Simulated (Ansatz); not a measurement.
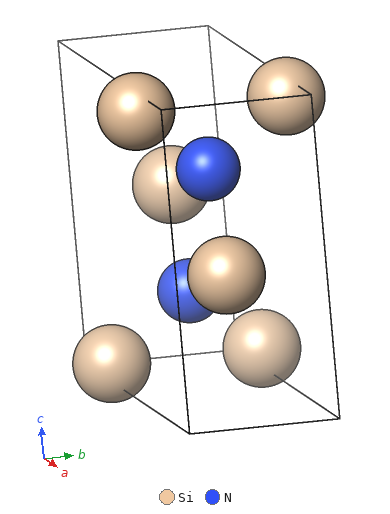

A spheres-only rendering, viewed slightly off an axis. The simulation cell is outlined; an atom on or near a face, edge or corner is repeated at each equivalent position.

```xyz
6
Lattice="4.8997 0.0000 -0.0039 0.0000 2.7797 0.0000 -1.3526 0.0000 5.4512" Properties=species:S:1:pos:R:3 pbc="T T T"
Si    1.1956    0.0000    0.3261
Si    0.4656    1.3898    3.2053
Si    2.3516    0.0000    5.1212
Si    3.0815    1.3898    2.2420
N     2.2180    1.3898    3.9229
N     1.3291    1.3898    1.5243
```

Computational set-up: Ansatz 0.2.0, DFT PBE, scalar-relativistic, plane waves, PAW, plane-wave cutoff 420 eV, 8×14×8 k-mesh, Gaussian smearing of 0.1 eV, no spin polarisation.

Predict the Bader charges.

Si +1.09 to +1.25 e; N -2.33 e.

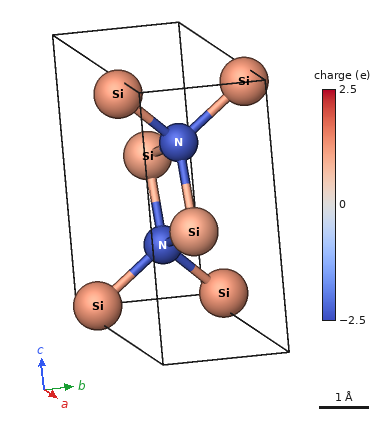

The atoms coloured by those charges.

The structure comes from a structure type filled with these elements by a generator (whether the compound takes this form wasn't checked). Earlier steps of the study may have refined or changed the cell and positions. It went into a calculation with Ansatz.
